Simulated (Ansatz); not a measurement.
# Al (P6_3/mmc): check of PAW against all-electron LAPW from a Python script

How well does PAW follow the all-electron answer for Al (P6_3/mmc)? Aim: a check of PAW against all-electron LAPW, for Al (P6_3/mmc), run from a script.

This is Al in the hcp structure; at room conditions it is fcc.

All numbers are computed with the Python package of Ansatz 0.2.0. The levels of theory stand in the script.

## (1) Starting point

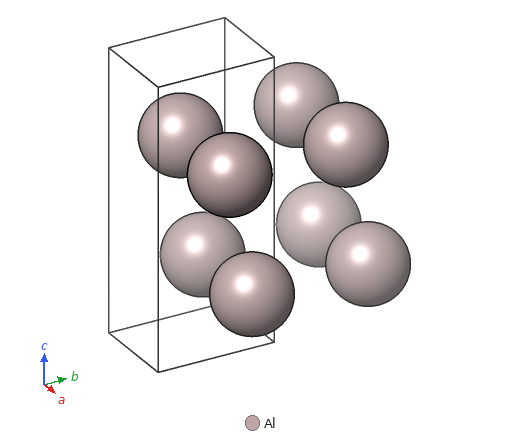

The starting structure, viewed slightly off an axis; aluminium light grey. 2×2×1 cells are drawn. Atoms on cell faces are repeated.

Input file al.vasp:

```text
Al
1.0
   2.81245535    0.00000000    0.00000000
  -1.40622768    2.43565778    0.00000000
   0.00000000    0.00000000    4.86685000
Al
2
Direct
   0.66666667    0.33333333    0.75000000
   0.33333333    0.66666667    0.25000000
```

## (2) The code

paw_lapw_al.py

```python
import ansatz as az
from ase.io import read
import numpy as np
from tabulate import tabulate

XC = "lda"
MESH = (14, 14, 7)
OCCUPATIONS = "fermi_dirac"
WIDTH_EV = 0.15


def count_gap(report):
    # lowest empty less highest filled band, counting bands; zero where they overlap
    return max(report.get("gap_by_band_count_ev") or 0.0, 0.0)

atoms = read("al.vasp", format="vasp")
al = az.Crystal.from_ase(atoms)

job = (
    al.calculation()
    .functional(XC)
    .kpoints(*MESH, center="gamma")
    .occupations(OCCUPATIONS, width=WIDTH_EV)
    .stress()
    .forces()
    .band_table()
)
variants = {
    "PAW": job.pseudopotentials("paw"),
    "LAPW": job.pseudopotentials("all_electron", lapw=True),
}
rows = []
for label, variant in variants.items():
    r = variant.run(threads=1).report
    levels = np.array(r["eigenvalues_ev"][0]) - r["fermi_energy_ev"]
    print(label, "levels at the first k-point near E_F:", np.round(levels[np.abs(levels) < 5], 3))
    rows.append((label, r["n_electrons"], np.trace(r["stress_gpa"]) / 3, count_gap(r)))
print(tabulate(rows, headers=["treatment", "electrons in bands", "P GPa", "gap by band count eV"], floatfmt=".4f", tablefmt="plain"))
```

## (3) What the engine is handed

The engine receives this input (first run):

```yaml
crystal:
  lattice:
    - [2.81245535, 0.0, 0.0]
    - [-1.40622768, 2.43565778, 0.0]
    - [0.0, 0.0, 4.86685]
  atoms:
    - { symbol: Al, position: [0.66666667, 0.33333333, 0.75] }
    - { symbol: Al, position: [0.33333333, 0.66666667, 0.25] }
kpoints:
  mp_grid:
    grid: [14, 14, 7]
    shift: [0.0, 0.0, 0.0]
hamiltonian:
  xc: lda
  pseudopotentials:
    kind: paw
scf:
  occupations:
    method: fermi_dirac
    width: 0.15
output:
  forces: true
  stress: true
  eigenvalues: true
```

## (4) Running it

Started as:

```console
> python paw_lapw_al.py
```

Log:

```text
DeckWarning: basis.ecutwfc = 420 eV, auto-derived from the records' recommended cutoffs: set by Al (normal level)
PAW levels at the first k-point near E_F: [-4.75]
LAPW levels at the first k-point near E_F: [-4.755]
treatment      electrons in bands    P GPa    gap by band count eV
PAW                        6.0000  -2.9120                  0.0000
LAPW                      22.0000  -2.8934                  0.0000
```

(Warnings from the package without file and line.)

Wall time 7.9 s (1 thread of Arm Neoverse V2, shared host); peak memory 0.47 GiB.

## (5) What changed from run to run

The engine's inputs for the other runs:

Run 2, against run 1:

```diff
@@ -16 +16,2 @@
-    kind: paw
+    kind: all_electron
+    lapw: {}
```

## (6) The engine's runs

One row for each of the 2 runs:

| run | potentials | energy (eV/atom) | pressure (GPa) | SCF cycles | CPU time (s) |
| --- | --- | --- | --- | --- | --- |
| 1 | paw | -512.8494 | -2.91 | 6 | 1.1 |
| 2 | all_electron | -6582.9395 | -2.89 | 5 | 5.9 |

Energies are free energies F = E - TS of the smeared occupations. Totals hang on method, basis and potentials, so only like runs compare.

## (7) Outcome

| quantity | value |
| --- | --- |
| runs compared | 2 |
| difference in pressure | 0.02 GPa |

In words: PAW gives -2.912 GPa and LAPW -2.893 GPa, 0.019 GPa apart. They took 1.1 and 5.9 s of processor time. What to keep in mind:
- The computed bands are complete only to about 2.9 eV above the Fermi level.
- The smearing is wide enough that free energy and stress hold a thermal part of the electrons.
- This isn't the structure that Al takes at ambient conditions.
- Pressure is positive in compression; the treatments may keep other shells as core, so totals and counts of electrons can differ.
